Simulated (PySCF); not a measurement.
# C₄H₅FO, SMILES `C/C=C(\F)C=O`: electronic structure

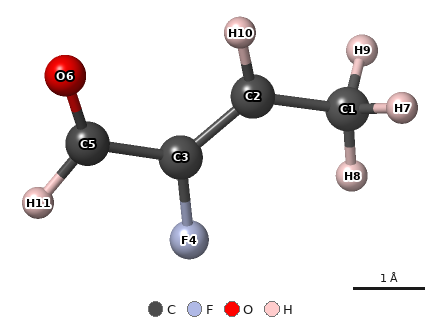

The molecule, with its atoms numbered as below. No frequency check shows the geometry to be a minimum.

Coordinates in Å:

```
C1       2.2456    0.5703   -0.0005
C2       0.7705    0.7043    0.0004
C3      -0.1040   -0.3059    0.0003
F4       0.3176   -1.5934    0.0006
C5      -1.5589   -0.1545   -0.0009
O6      -2.1370    0.9023    0.0005
H7       2.6610    1.0642    0.8779
H8       2.5465   -0.4739   -0.0027
H9       2.6599    1.0675   -0.8771
H10      0.3478    1.6991    0.0008
H11     -2.0970   -1.1199   -0.0036
```

### 1. Bonding charge

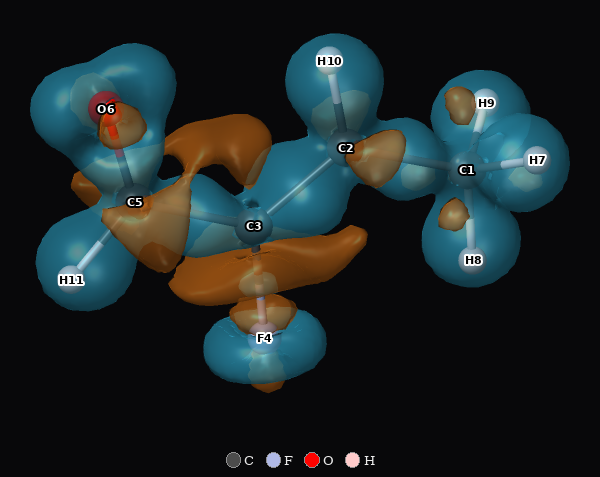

Deformation density (molecule less spherical, spin-averaged free atoms at the same positions), surfaces at ±0.1 e/Å³; light blue: gain, orange: loss.

Method: B3LYP/def2-SVP; geometry: GFN2-xTB; program: PySCF.

Q: How much density has each bond gained at its critical point, relative to the free atoms?

A: C5–H11: +0.74 e/Å³ at the bond critical point (bond length 1.10 Å, Mayer order 0.9). C2–H10: +0.74 e/Å³ at the bond critical point (bond length 1.08 Å, Mayer order 0.9). C2–C3: +0.73 e/Å³ at the bond critical point (bond length 1.34 Å, Mayer order 1.8). C1–H8: +0.70 e/Å³ at the bond critical point (bond length 1.09 Å, Mayer order 1.0). C1–H9 and C1–H7: +0.66 e/Å³ at the bond critical point (bond length 1.09 Å, Mayer order 0.9). C3–C5: +0.62 e/Å³ at the bond critical point (bond length 1.46 Å, Mayer order 1.0). C5–O6: +0.60 e/Å³ at the bond critical point (bond length 1.21 Å, Mayer order 2.1). C1–C2: +0.48 e/Å³ at the bond critical point (bond length 1.48 Å, Mayer order 1.1). C3–F4: −0.04 e/Å³ at the bond critical point (bond length 1.35 Å, Mayer order 1.1); up to 0.6 Å beside the axis the gain reaches +0.20 e/Å³. In all, 2.5 electrons gather in the regions of gain relative to the promolecule. A small or negative value marks a very polar bond, one between electron-rich atoms, whose free-atom densities already overlap strongly, a long bond to a heavier atom, or a closed-shell contact such as a hydrogen bond.

Q: Where do the Hirshfeld charges lie?

A: The highest Hirshfeld charge is on C5 (+0.11 e), the lowest on O6 (−0.22 e).

| atom | charge (e) |
| --- | --- |
| C1 | −0.10 |
| C2 | −0.02 |
| C3 | +0.06 |
| F4 | −0.08 |
| C5 | +0.11 |
| O6 | −0.22 |
| H7 | +0.05 |
| H8 | +0.04 |
| H9 | +0.05 |
| H10 | +0.05 |
| H11 | +0.03 |

### 2. Bond critical points

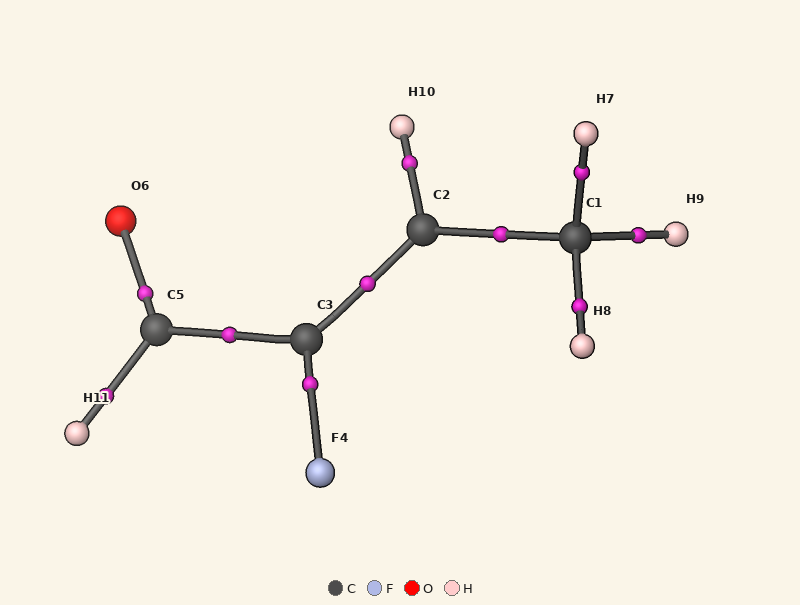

Molecular graph of the electron density (QTAIM): bond paths, bond critical points (magenta), ring points (cyan, if any); weak paths are dashed.

Q: How many critical points of each kind are there, and does the count close?

A: 11 nuclei, 10 bond, 0 ring and 0 cage critical points: 11 − 10 + 0 − 0 = 1, as the Poincaré–Hopf relation requires.

Q: Tabulate density, Laplacian, ellipticity and energy density at the bond critical points (atomic units).

A:
```csv
bond,length (Å),ρ (a.u.),∇²ρ (a.u.),ε,H (a.u.)
C5–O6,1.205,0.413,+0.44,0.06,−0.723
C2–C3,1.336,0.343,−0.93,0.41,−0.367
C2–H10,1.081,0.285,−1.12,0.01,−0.316
C3–C5,1.463,0.285,−0.74,0.15,−0.252
C1–H8,1.087,0.280,−1.06,0.00,−0.305
C5–H11,1.105,0.279,−1.06,0.01,−0.298
C1–H9 (2 alike),1.090,0.275,−1.01,0.01,−0.296
C1–C2,1.481,0.262,−0.63,0.03,−0.221
C3–F4,1.355,0.248,+0.12,0.03,−0.346
```

Q: What kind of interaction is C3–F4?

A: Polar or intermediate (positive Laplacian, negative energy density H): ρ = 0.248, ∇²ρ = +0.12, H = −0.346 a.u.

### 3. Electrostatic potential

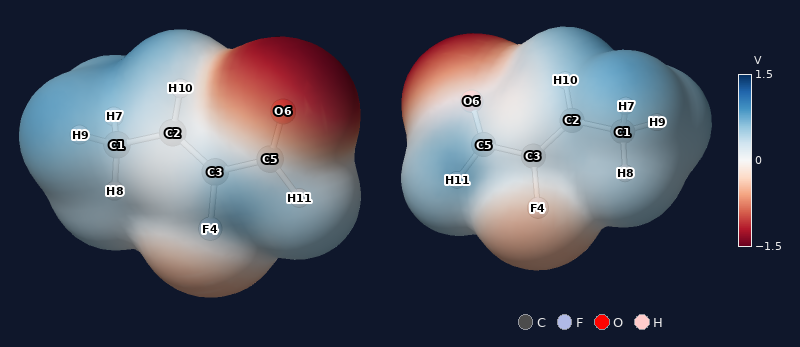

Electrostatic potential on the surface of electron density 0.001 a.u. (back view left, front view right).

Q: Where are the extremes of the potential on the surface?

A: Highest: 0.78 V, 1.4 Å from H10. Lowest: −1.42 V, 1.7 Å from O6. Further minima include −0.50 V, 1.6 Å from F4, and at like points elsewhere. The surface is sampled at points, so like sites can differ by a few per cent and only the strongest of them is named.

Q: What volume does the surface enclose, and what is the dipole moment?

A: About 108 Å³; the dipole moment is 2.2 D.

### 4. Excited states

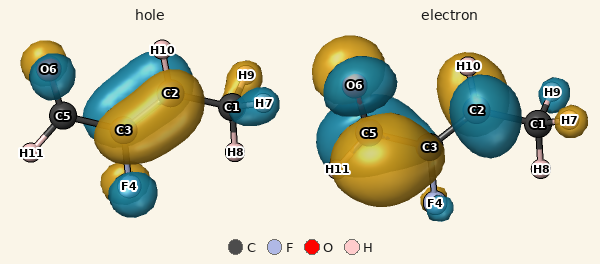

Leading natural transition orbital pair of S₂ (TDA singlet states); the surfaces enclose about 78 % of each orbital's density.

Method: ωB97X/def2-SVPD; geometry: GFN2-xTB; program: PySCF.

Q: Characterise the state.

A: 5.85 eV (212 nm), f = 0.433 (bright), π → π*; the leading pair carries 96 %; hole on C2 and C3 (30 % each), F4 (13 %) and O6 (10 %), electron on C5 (32 %), O6 (24 %) and C2 (17 %); their centroids lie 1.1 Å apart. In canonical orbitals it is mainly HOMO → LUMO (94 %). The HOMO–LUMO gap is 10.22 eV.
